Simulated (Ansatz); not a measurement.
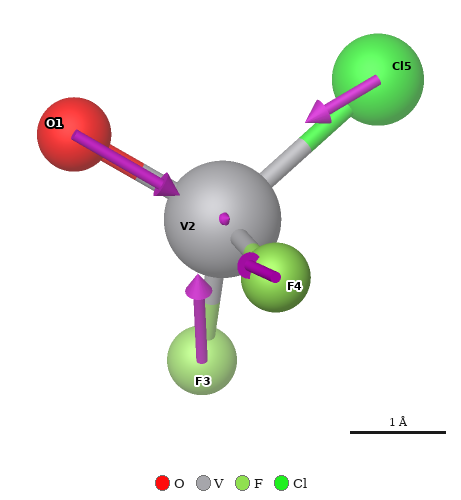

This is a relaxation of VOClF$_{2}$ (coarse preliminary run). The starting structure is drawn; purple arrows show the displacements, 5 times their true length. The two geometries are superimposed by the best rigid fit.

The picture is a ball-and-stick view, seen from a free direction.

The start comes from a force field.

Method: RKS PBE-D4/def2-SVP (Ansatz 0.2.0).

The input:
```yaml
crystal:
  periodic: [false, false, false]
  atoms:
    - {symbol: O, position_ang: [1.158600, -0.790200, 1.239300]}
    - {symbol: V, position_ang: [-0.021100, -0.091100, 0.050500]}
    - {symbol: F, position_ang: [-1.724400, 0.303500, 0.902300]}
    - {symbol: F, position_ang: [-0.230000, -1.364300, -1.354300]}
    - {symbol: Cl, position_ang: [0.866800, 1.868500, -0.879300]}
basis:
  gaussian: {orbitals: def2-SVP}
hamiltonian: {xc: pbe, dispersion: d4}
relax: {f_tol: 0.03, max_steps: 200}
```

### What did the optimiser do to the structure, and how much energy did it gain?

The atom that moves furthest after the best rigid fit is O1 (0.27 Å). By element the largest moves are O 0.27 Å, F 0.24 Å, Cl 0.19 Å, V 0.02 Å. Among the contacts that change: O1–V2 1.815 → 1.562 Å, V2–F3 1.945 → 1.717 Å, V2–F4 1.907 → 1.717 Å, V2–Cl5 2.344 → 2.154 Å. Bond angles that change, for instance: O1–V2–F3 111.1° → 108.2°, F4–V2–Cl5 107.9° → 110.7°. Over 5 geometry steps the energy falls by 240.6 kJ/mol. Largest force component: 4.8 eV/Å at the start, 0.004 eV/Å at the end. The run took of the order of 9 core-seconds on a shared host.
